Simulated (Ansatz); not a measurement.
# Quasi-harmonic thermodynamics of TiC (Fm-3m)

How much does TiC expand with temperature?

What experiment has found for this phase:
- heat capacity C_P per formula unit 33.9 J/mol/K near room temperature (given in “High-Throughput Prediction of Finite-Temperature Properties using the Quasi-Harmonic Approximation”, 2016, arXiv:1603.06924)

Calculated with Ansatz 0.2.0; DFT LDA, scalar-relativistic, plane waves, PAW.

The database entry behind the starting cell differs from later determinations by our own check (0.1 to 0.3 % short, probably kX units), so it need not match the best structure at ambient conditions.

## 1. The structure

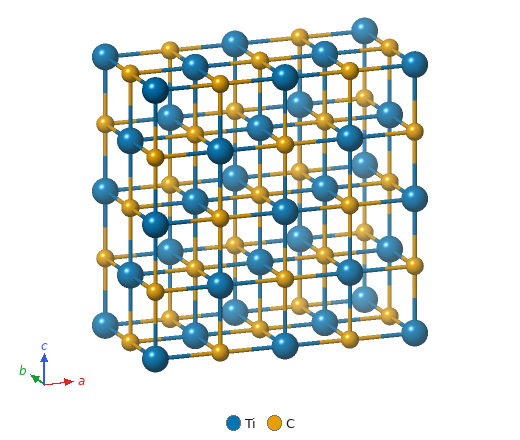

Start, viewed slightly off an axis; titanium blue, carbon orange. 2×1×2 cells are drawn. This picture shows the conventional cell, with its axes. Some periodic images of atoms are drawn too.

## 2. Probe on a coarse mesh

Before spending time, one coarse run tells the gap and the pressure of the starting cell.

Contents of input.yaml:

```yaml
crystal:
  lattice:
    - [0.0, 2.1593, 2.1593]
    - [2.1593, 0.0, 2.1593]
    - [2.1593, 2.1593, 0.0]
  atoms:
    - { symbol: Ti, position: [0.0, 0.0, 0.0] }
    - { symbol: C, position: [0.5, 0.5, 0.5] }
kpoints:
  mp_grid: { grid: [8, 8, 8] }
hamiltonian:
  xc: lda
scf:
  occupations: { method: gaussian, width: 0.1 }
output:
  forces: true
  stress: true
  eigenvalues: true
```

Run with:

```bash
$ ansatz run input.yaml --threads 8 --pin off --max-ram 16384MiB --backend cpu --events-out ev --progress --plain --runs-dir out
```

Numbers of over 12 decimals in the logs are rounded to 6 here.

The program printed:

```text
Engine: ansatz 0.2.0, aarch64-unknown-linux-gnu
Pseudopotentials: kind: paw
Pseudopotential: Ti, paw, valence charge 12, recommended cutoff 420 eV (normal), Ti.paw.azcp
Pseudopotential: C, paw, valence charge 4, recommended cutoff 420 eV (normal), C.paw.azcp
Functional definition: SPW92
  exchange = slater_x
  correlation = pw_c
Crystal: 2 atoms, lattice volume = 20.136 Å³
Basis set: ecut = 420 eV, 411 PW (Γ)
Bands: 12, of which v1, the nominal top of the filled ones, is band 8 counted from 1 (7 counted from 0)
Symmetry: 48 space group operations
Space group: Fm-3m (ITA 225), of the structure as read, at distance tolerance 2.7e-5 Å
k-points: 29 of 512
Non-local potential: Ti, projectors of the file, l = 0: 3, l = 1: 2, l = 2: 3, l = 3: 1
Non-local potential: C, projectors of the file, l = 0: 2, l = 1: 2, l = 2: 1
PAW form: soft (Blöchl's): semilocal exchange-correlation on the pseudo side does not see the compensation charge
PAW frozen core: Ti, regenerated for the run's functional, and the local potential with it (the file was generated under x = pbe(κ = 0.804, μ = 0.219515), c = pbe(β = 0.066725))
PAW frozen core: C, regenerated for the run's functional, and the local potential with it (the file was generated under x = pbe(κ = 0.804, μ = 0.219515), c = pbe(β = 0.066725))
PAW one-centre angular grid: Ti, 590 points (default); XC on 64 Gauss nodes
PAW one-centre angular grid: C, 110 points (default); XC on 64 Gauss nodes
Initial density: superposition of atomic densities (neutral atoms: chi_scale 0, normalization atom), corrected by the library's trained network
Initial wavefunctions: pseudopotential atomic-orbital guess
Functional: x = slater, c = lda
SCF iter   1: F=—  HF=-2695.152872 eV  |F-HF|=—  |Δ(HF+E_count)|=         —  Δρ=1.01e-2  dr2=2.48e-2  ethr=1.77e-3  ⟨swp⟩=4.4  Hψ=1743  notcnv=0
preconditioner: auto → none  [insulator: Δε(μ)=0.159 eV  Ē_g=7.809 eV  σ=0.100 eV  W_gap=0.52  n_scr=8 (ndim 8)  ℏωp=23.4 eV  f_vac=0.000  D(μ)=0.35/eV (n_scr^D=0)  ε∞_Penn≈10.0]
SCF iter   2: F=—  HF=-2695.148679 eV  |F-HF|=—  |Δ(HF+E_count)|=   4.19e-3  Δρ=4.45e-3  dr2=4.71e-3  ethr=1.55e-4  ⟨swp⟩=1.0  Hψ=580  notcnv=0
SCF iter   3: F=—  HF=-2695.147830 eV  |F-HF|=—  |Δ(HF+E_count)|=   8.49e-4  Δρ=4.57e-4  dr2=2.83e-5  ethr=2.95e-5  ⟨swp⟩=1.9  Hψ=387  notcnv=0  defer=2
SCF iter   4: F=—  HF=-2695.147819 eV  |F-HF|=—  |Δ(HF+E_count)|=   1.11e-5  Δρ=8.13e-5  dr2=7.05e-7  ethr=1.77e-7  ⟨swp⟩=2.4  Hψ=519  notcnv=0  defer=2
iter 5 did not close the SCF: its close was put off for the readings that it lacked (scf_convergence_deferred on its scf_iter line)
SCF iter   5: F=-2695.147819 eV  HF=-2695.147819 eV  |F-HF|=1.88e-9  |Δ(HF+E_count)|=   1.45e-7  Δρ=1.17e-5  dr2=1.28e-8  ethr=4.40e-9  ⟨swp⟩=1.9  Hψ=388  notcnv=0  defer=2
SCF iter   6: F=-2695.147819 eV  HF=-2695.147819 eV  |F-HF|=4.82e-11  |Δ(HF+E_count)|=   3.59e-9  Δρ=6.64e-7  dr2=7.11e-11  ethr=8.00e-11  ⟨swp⟩=2.0  Hψ=1020  notcnv=0
SCF 1 converged in 6 iterations: F = -2695.147819 eV  dr2 = 7.11e-11
  greatest PAW one-centre occupation: 0.999 electrons in one spin orbital (limit 2), on the Ti atom at site 0 (counted from 0), in its partial waves of l = 0
SCF converged after 6 iterations
Free energy (F): -2695.147819 eV
Harris-Foulkes:  -2695.147819 eV  (|F-HF|=4.82e-11)
Internal energy: -2695.145983 eV  (E = F + TS)
E sigma→0 (E₀):  -2695.146901 eV
Entropy (-TS):   -0.001836 eV (-0.918 meV/atom)
Fermi energy:    14.479904 eV
--- Per-component energies (eV) ---
  E_band       = -110.207477
  E_kinetic    = 362.353899
  E_local      = -774.818921  (includes V_loc(G=0)·N_el)
  E_nonlocal   = 36.908904
  E_hartree    = 312.861606
  E_xc         = -146.316337
  E_vxc        = -183.509225  (∫ρ·V_xc dr)
  E_paw        = -1089.118422  (= ΣΔE_a)
  E_vpaw       = -176.865279  (= ΣTr[D̂ρ^β])
  E_aug_tail   = 0.000123  (compensation charges beyond the density's cutoff)
  E_ewald      = -1397.405618
  E_core_change = 0.388783  (= ΣΔE_core)
  E_smearing   = -0.001836  (= −TS)
  E_closure    = 0.000000  (closes the sum)
  Σ components = -2695.147819   (vs F -2695.147819, Δ=0.00e0)
--- Forces (eV/Å), atoms counted from 1 ---
  atom   1  Ti    -0.00000000    -0.00000000    -0.00000000
  atom   2  C      0.00000000     0.00000000    -0.00000000
  max |Σ_I F_I| component: 3.75e-30 eV/Å
--- Stress (GPa, compression-positive) ---
      -10.503339      -0.000000      -0.000000
       -0.000000     -10.503339      -0.000000
        0.000000      -0.000000     -10.503339
  P = ⅓ Tr σ = -10.5033 GPa (-105.033 kbar)
--- Band table (eV; the first three rows and the last of 29) ---
  k-point 0: bands = [... 4 lower, 2.2629, 15.1705, 15.1705, 15.1705, 16.2318, 16.2318, 16.2318, 16.2732]
  k-point 1: bands = [... 4 lower, 2.6196, 13.8786, 14.2385, 14.2385, 15.6074, 15.6074, 16.7925, 18.3429]
  k-point 2: bands = [... 4 lower, 3.6012, 11.7968, 12.8186, 12.8186, 16.2707, 16.2707, 17.3810, 20.4399]
  k-point 28: bands = [... 4 lower, 5.1909, 11.3961, 11.3961, 11.8162, 17.3227, 17.3227, 18.0597, 19.7894]
```

It took 0.29 s on 8 threads of Arm Neoverse V1, shared host; peak memory 0.28 GiB.

Numbers from this step:

| Item | Value |
| --- | --- |
| pressure | -10.50 GPa |
| volume per atom | 10.07 Å³ |
| gap on the k-mesh | 0 eV |

The start is under -11 GPa at this level and looks like a metal on this mesh.

## 3. A loose first relaxation

The start is far from rest, so a relaxation with loose thresholds first brings it near the minimum.

input.yaml: that of step 2 with these lines changed.

```diff
@@ -18 +18,6 @@
   eigenvalues: true
+relax:
+  adjacent_minimum: "off"
+  f_tol: 0.05
+  max_steps: 80
+  cell: { stress_tol: 0.5 }
```

The program printed:

```text
[...]
Crystal: 2 atoms, lattice volume = 20.136 Å³
Basis set: ecut = 420 eV, 411 PW (Γ)
Bands: 12, of which v1, the nominal top of the filled ones, is band 8 counted from 1 (7 counted from 0)
Symmetry: 48 space group operations
[...]
k-points: 29 of 512
[...]
SCF iter   1: F=—  HF=-2695.152872 eV  |F-HF|=—  |Δ(HF+E_count)|=         —  Δρ=1.01e-2  dr2=2.48e-2  ethr=1.77e-3  ⟨swp⟩=4.4  Hψ=1742  notcnv=0
[...]
SCF iter   6: F=-2695.147819 eV  HF=-2695.147819 eV  |F-HF|=4.68e-11  |Δ(HF+E_count)|=   3.87e-9  Δρ=6.88e-7  dr2=7.23e-11  ethr=8.42e-11  ⟨swp⟩=2.0  Hψ=1031  notcnv=0
SCF 1 converged in 6 iterations: F = -2695.147819 eV  dr2 = 7.23e-11
[...]
relax step   1: F+E_penalty+E_count = -2695.14781875 eV  Δ(F+E_penalty+E_count) = +0.000e0 eV  max|allowed force component| = 1.841e-29 eV/Å  Δτ_max = 0.0000 Å  P = -10.503 GPa  Ω = 20.136 Å³  (6 SCF iters, dr2 threshold 1.00e-7 eV, accepted)
Crystal: 2 atoms, lattice volume = 19.426 Å³
Basis set: ecut = 420 eV, 339 PW (Γ)
[...]
iter 1 solved again at ethr=1.16e-4 eV; its pass at ethr=3.10e-3 eV (dr2=1.86e-2 eV) is discarded
[...]
SCF iter   6: F=-2695.175862 eV  HF=-2695.175862 eV  |F-HF|=5.03e-10  |Δ(HF+E_count)|=  7.64e-10  Δρ=1.83e-6  dr2=5.40e-10  ethr=2.60e-11  ⟨swp⟩=1.0  Hψ=1050  notcnv=0
SCF 2 converged in 6 iterations: F = -2695.175862 eV  dr2 = 5.40e-10
relax step   2: F+E_penalty+E_count = -2695.17586220 eV  Δ(F+E_penalty+E_count) = -2.804e-2 eV  max|allowed force component| = 8.546e-30 eV/Å  Δτ_max = 0.0000 Å  P = -1.151 GPa  Ω = 19.426 Å³  energy of the carried Pulay correction = +1.602e-3 eV  (6 SCF iters, dr2 threshold 2.00e-7 eV, accepted)
Crystal: 2 atoms, lattice volume = 19.342 Å³
[...]
SCF iter   6: F=-2695.176340 eV  HF=-2695.176340 eV  |F-HF|=4.09e-12  |Δ(HF+E_count)|=  3.18e-12  Δρ=1.56e-7  dr2=4.63e-12  ethr=1.00e-12  ⟨swp⟩=1.0  Hψ=874  notcnv=0
SCF 3 converged in 6 iterations: F = -2695.176340 eV  dr2 = 4.63e-12
relax step   3: F+E_penalty+E_count = -2695.17633957 eV  Δ(F+E_penalty+E_count) = -4.774e-4 eV  max|allowed force component| = 2.367e-30 eV/Å  Δτ_max = 0.0000 Å  P = +0.070 GPa  Ω = 19.342 Å³  energy of the carried Pulay correction = +1.795e-3 eV  (6 SCF iters, dr2 threshold 2.00e-7 eV, accepted)
[...]
SCF iter   6: F=-2695.174877 eV  HF=-2695.174877 eV  |F-HF|=9.09e-13  |Δ(HF+E_count)|=  4.55e-13  Δρ=5.41e-9  dr2=4.14e-15  ethr=1.00e-12  ⟨swp⟩=1.1  Hψ=814  notcnv=0
SCF 4 converged in 6 iterations: F = -2695.174877 eV  dr2 = 4.14e-15
relax step   4: F+E_penalty+E_count = -2695.17487712 eV  Δ(F+E_penalty+E_count) = +1.462e-3 eV  max|allowed force component| = 2.958e-30 eV/Å  Δτ_max = 0.0000 Å  P = -0.051 GPa  Ω = 19.342 Å³  stress off target by 5.06e-2 GPa  SCF on the basis re-selected at this cell (its energy is not comparable with the rows above)  (6 SCF iters)
basis re-selected at this cell: Δ(F+E_penalty+E_count) = +1.462e-3 eV, ΔP = -0.120 GPa vs the last step (what re-selecting the basis moved, of the pressure what is left beyond the Pulay correction that the steps carried, after the strain that the cell walked since its last selection, with what the two solves' SCF thresholds leave and, on support functions, any second-order correction that the steps lacked; it is no m [...]
SCF converged after 6 iterations
Free energy (F): -2695.174877 eV
[...]
Internal energy: -2695.173154 eV  (E = F + TS)
E sigma→0 (E₀):  -2695.174016 eV
Entropy (-TS):   -0.001723 eV (-0.861 meV/atom)
Fermi energy:    15.186006 eV
[...]
--- Stress (GPa, compression-positive) ---
       -0.050567      -0.000000      -0.000000
       -0.000000      -0.050567      -0.000000
        0.000000      -0.000000      -0.050567
  P = ⅓ Tr σ = -0.0506 GPa (-0.506 kbar)
--- Band table (eV; the first three rows and the last of 29) ---
  k-point 0: bands = [... 4 lower, 2.7875, 15.8881, 15.8881, 15.8881, 16.9901, 16.9901, 16.9901, 17.0647]
  k-point 1: bands = [... 4 lower, 3.1624, 14.5506, 14.9200, 14.9200, 16.3516, 16.3516, 17.5935, 19.2138]
  k-point 2: bands = [... 4 lower, 4.1905, 12.4226, 13.4401, 13.4401, 17.0564, 17.0564, 18.2272, 21.4149]
  k-point 28: bands = [... 4 lower, 5.7864, 12.0283, 12.0283, 12.4260, 18.1662, 18.1662, 18.9682, 20.8118]
--- Relaxed structure (3 steps of the walk, 3 accepted, 1 SCFs on fresh bases) ---
  F+E_penalty+E_count = -2695.17487712 eV   max|allowed force component| = 2.958e-30 eV/Å   (the final SCF, on the basis selected at the relaxed cell)
  cell:  # Å, volume = 19.3419 Å³
    - [0, 2.130540, 2.130540]
    - [2.130540, 0, 2.130540]
    - [2.130540, 2.130540, 0]
  atoms:
    - { symbol: Ti, position: [0, 0, 0] }
    - { symbol: C, position: [0.5, 0.5, 0.5] }
```

It took 0.87 s on 8 threads; peak memory 0.3 GiB; 3.8 s of CPU time.

Relaxation path:

```csv
step,energy less that of the first step (eV),largest force component (eV/Å),pressure (GPa),volume (Å³)
1,0.0000,0.0000,-10.50,20.14
2,-0.0280,0.0000,-1.15,19.43
3,-0.0285,0.0000,0.07,19.34
4*,-0.0271,0.0000,-0.05,19.34
```

Relaxation steps marked * repeat the geometry before them on a plane-wave basis chosen anew for their cell, so energy and pressure can jump there.

The run keeps the 48 symmetry operations that it works with, so distortions that break them were not tested.

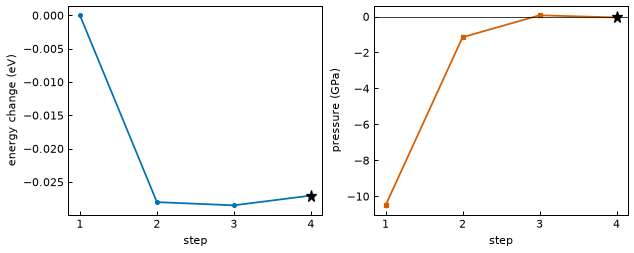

Energy and pressure along the relaxation. Stars mark steps on a basis chosen anew.

```csv
"conventional cell, symmetrised",before,after,change
a (Å),4.319,4.261,-1.3 %
b (Å),4.319,4.261,-1.3 %
c (Å),4.319,4.261,-1.3 %
volume (Å³/atom),10.07,9.67,-3.9 %
```

Final coordinates:

```cif
data_structure
_symmetry_space_group_name_H-M 'P 1'
_symmetry_Int_Tables_number 1
_cell_length_a 3.0130
_cell_length_b 3.0130
_cell_length_c 3.0130
_cell_angle_alpha 60.000
_cell_angle_beta 60.000
_cell_angle_gamma 60.000
_cell_volume 19.34
loop_
_atom_site_label
_atom_site_type_symbol
_atom_site_fract_x
_atom_site_fract_y
_atom_site_fract_z
_atom_site_occupancy
Ti1 Ti 0.00000 0.00000 0.00000 1
C2 C 0.50000 0.50000 0.50000 1
```

Numbers from this step:

```yaml
pressure: -0.05057 GPa
volume_per_atom: 9.671 Å³
```

The relaxation ends with a pressure of -0.05 GPa.

## 4. Relaxation

The vibrations must be taken about the equilibrium of this functional, not about the starting cell, so the structure is relaxed.

input.yaml, the sections that differ from step 3:

```yaml
crystal:
  lattice:
    - [0.0, 2.1305402975, 2.1305402975]
    - [2.1305402975, 0.0, 2.1305402975]
    - [2.1305402975, 2.1305402975, 0.0]
  atoms:
    - { symbol: Ti, position: [0.0, 0.0, 0.0] }
    - { symbol: C, position: [0.5, 0.5, 0.5] }
kpoints:
  mp_grid: { grid: [16, 16, 16] }
relax:
  adjacent_minimum: "off"
  f_tol: 0.005
  max_steps: 80
  cell: { stress_tol: 0.05 }
# hamiltonian, scf, output: as in step 3
```

The program printed:

```text
[...]
Crystal: 2 atoms, lattice volume = 19.342 Å³
Basis set: ecut = 420 eV, 339 PW (Γ)
Bands: 12, of which v1, the nominal top of the filled ones, is band 8 counted from 1 (7 counted from 0)
Symmetry: 48 space group operations
[...]
k-points: 145 of 4096
[...]
k-point 144: bands = [... 4 lower, 5.7865, 12.0302, 12.0302, 12.4270, 18.1698, 18.1698, 18.9735, 20.8162]
--- Relaxed structure (2 steps of the walk, 2 accepted, 1 SCFs on fresh bases) ---
[...]
cell:  # Å, volume = 19.3384 Å³
    - [0, 2.130411, 2.130411]
    - [2.130411, 0, 2.130411]
    - [2.130411, 2.130411, 0]
  atoms:
    - { symbol: Ti, position: [0, 0, 0] }
    - { symbol: C, position: [0.5, 0.5, 0.5] }
[key lines of the parts left out:]
SCF converged after 7 iterations
Free energy (F): -2695.176822 eV
Fermi energy:    15.223298 eV
P = ⅓ Tr σ = -0.0099 GPa (-0.099 kbar)
```

Elapsed: 1.4 s, on 8 threads; peak memory 0.36 GiB.

Little changed from the start: no atom moved by 0.005 Å and no cell edge by 0.1 %.

Numbers from this step:

| Property | Result |
| --- | --- |
| pressure | -0.009946 GPa |
| volume per atom | 9.669 Å³ |

## 5. Tight relaxation

The relaxation is repeated with tighter thresholds on force and stress, since phonons are sensitive to what is left; a change of mesh or smearing in the input moves the cell too.

input.yaml, the sections that differ from step 4:

```yaml
crystal:
  lattice:
    - [0.0, 2.1304114061, 2.1304114061]
    - [2.1304114061, 0.0, 2.1304114061]
    - [2.1304114061, 2.1304114061, 0.0]
  atoms:
    - { symbol: Ti, position: [0.0, 0.0, 0.0] }
    - { symbol: C, position: [0.5, 0.5, 0.5] }
scf:
  occupations: { method: methfessel_paxton, width: 0.2 }
relax:
  adjacent_minimum: "off"
  f_tol: 0.001
  max_steps: 60
  cell: { stress_tol: 0.01 }
# kpoints, hamiltonian, output: as in step 4
```

The program printed:

```text
[...]
Crystal: 2 atoms, lattice volume = 19.338 Å³
Basis set: ecut = 420 eV, 339 PW (Γ)
Bands: 12, of which v1, the nominal top of the filled ones, is band 8 counted from 1 (7 counted from 0)
Symmetry: 48 space group operations
[...]
k-points: 145 of 4096
[...]
k-point 144: bands = [... 4 lower, 5.7868, 12.0302, 12.0302, 12.4271, 18.1696, 18.1696, 18.9730, 20.8159]
--- Relaxed structure (1 steps of the walk, 1 accepted, 1 SCFs on fresh bases) ---
[...]
cell:  # Å, volume = 19.3384 Å³
    - [0.0, 2.1304114061, 2.1304114061]
    - [2.1304114061, 0.0, 2.1304114061]
    - [2.1304114061, 2.1304114061, 0.0]
  atoms:
    - { symbol: Ti, position: [0.0, 0.0, 0.0] }
    - { symbol: C, position: [0.5, 0.5, 0.5] }
[key lines of the parts left out:]
SCF converged after 5 iterations
Free energy (F): -2695.176159 eV
Fermi energy:    15.226273 eV
P = ⅓ Tr σ = -0.0087 GPa (-0.087 kbar)
```

The job ended after 0.99 s (8 threads; peak memory 0.35 GiB; 5.5 s of CPU time).

Little changed from the start: no atom moved by 0.005 Å and no cell edge by 0.1 %.

Numbers from this step:

```yaml
pressure: -0.008694 GPa
```

The residual pressure is -0.0087 GPa, small enough for phonons.

[end of part 1 of 2]

[Logs are printed without paths, hosts, clocks, repeated set-up lines and the standing remarks that a program may print on its own settings, such as how far it seeks lower states.]

[Hosts, paths, dates, database ids (printed as entryN), source tags and the programs' standing remarks are cut or masked in the printed files.]

[A step with changed settings may run another functional than the one named; its input shows which.]
